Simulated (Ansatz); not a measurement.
Bond-angle distributions (per cent of the angles at each element, bins of 10°) of a relaxed model of amorphous Si$_{26}$O$_{36}$C$_{8}$ at 2.15 g/cm³. These are PBE, scalar-relativistic without spin-orbit coupling (plane waves to 420 eV, PAW; Ansatz, an electronic-structure program) values and carry that method's errors.

The cell was made by melting and quenching with the CHGNet potential and then relaxed with DFT. O atoms were pushed apart under 1.9 Å during the dynamics, to hinder bonds among them. The hot cell started wider than the set density and was brought back towards it in steps. It is the lowest in DFT energy of 2 quenches. It is a model cell: composition and starting density were chosen by hand, and all elements were melted together. No dispersion term was used. Its density started from a set value of 2.15 and ended at 2.15 g/cm³. The simulated quench (nominally 810 K/ps over its main leg) is rapid and tends to freeze in more defects than a deposited or slowly cooled glass has. A cell of this size samples the disorder only roughly. The volume was held where the preparation left it, at a PBE pressure of -2.9 GPa (tension). Stress components on the final sampling reach 4.4 GPa.

Neighbours within Si-Si 2.60 Å, Si-O 2.04 Å, Si-C 2.19 Å, O-O 1.58 Å, O-C 1.64 Å, C-C 1.78 Å count as bonded. Two cations that share two anions don't count as bonded, nor two that share one unless they lie closer than Si-Si 2.38 Å, Si-C 2.00 Å, C-C 1.63 Å.

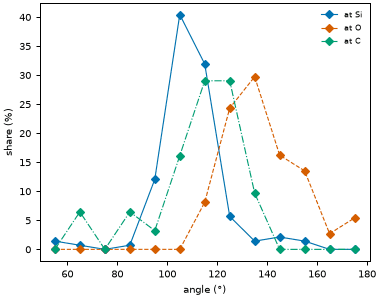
Fig. 1. Bond-angle distributions

They go with these counts of neighbours within the cut-offs, cation contacts included: Si mean 3.8, most often 4; O mean 2.0, most often 2; C mean 3.2, most often 3.
